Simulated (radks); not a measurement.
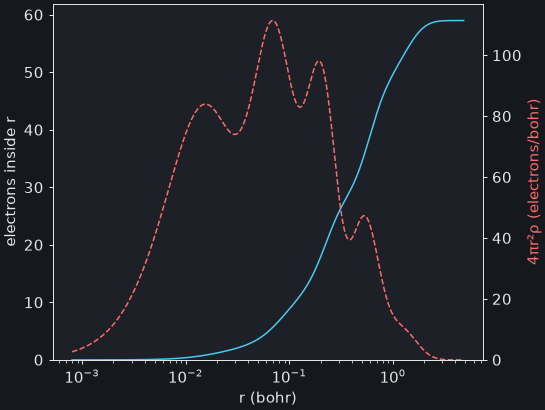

System: the europium ion Eu⁴⁺, configuration [Xe] 4f5 (high spin). Level of theory: scalar-relativistic Kohn-Sham, r2SCAN, spin-polarised, spherical densities, finite nucleus. Computed with the in-house radial solver radks.

The plot shows the number of electrons inside radius r (solid) and the radial density 4πr²ρ (dashed).

Read the plot.

The count levels off at 59 electrons. Half of them lie within 0.387 bohr, 90 % within 1.28 bohr and 99 % within 2.23 bohr. The radial density has minima at 0.0296, 0.126 and 0.380 bohr, where the count stands at 1.9, 11.1 and 29.2; these part the shells that the density resolves.
